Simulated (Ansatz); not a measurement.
Cost and result by functional for the adsorption energy of O on the 1x1 (111) surface of fcc Al, one in a 2x2 cell, started at the site 'bridge Al-Al (span 2.9 Å)', in Ansatz (plane waves, PAW). Single points on the PBE structure, on one kind of machine; costs are rough ratios of the slab run's core time (references not counted) to the cheapest single point. r2SCAN's cost holds its higher cutoff (500 against 420 eV). Differences are taken against r2SCAN for comparison alone: no measured value is at hand, so the table doesn't rank accuracy.

Set-up: 17 atoms, 7.0 Å thick at the start under the adsorbate (thin: gaps and levels are the slab's own); mesh 6x6x1; 0.1 eV smearing; dipole correction on; 8 atoms held, the rest relaxed; held to the start's symmetry, so lower structures may exist; spin-polarised, no spin-orbit, no U, no dispersion correction. The starting moment vanished. At the end it is bonded to 3 Al. In PBE it is, or lies within 0.03 eV of, the lowest of the starts that converged. These notes are the PBE run's. r2SCAN: The program's check for a lower electronic state was not made. Adsorption energies are against ½ O2(g). A negative adsorption energy means that the adsorbate is more stable on the surface than in its reference.

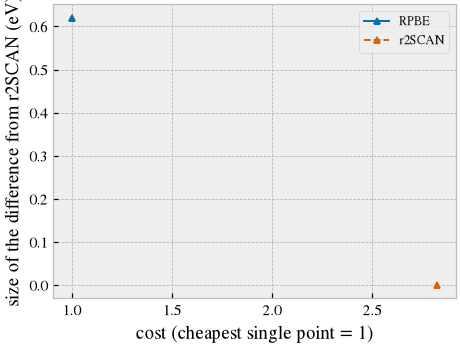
*Difference from r2SCAN against cost*

| functional | relative cost | adsorption energy (eV) | less r2SCAN (eV) |
|---|---|---|---|
| RPBE | 1 | -4.00 | 0.62 |
| r2SCAN | 3 | -4.62 | 0.00 |
| PBE (the relaxed run's value) | – | -4.27 | 0.35 |

The values span 0.62 eV, while the single points' costs differ by a factor of roughly 3. Differences are of unrounded values.

Ansatz is a program for electronic structure.
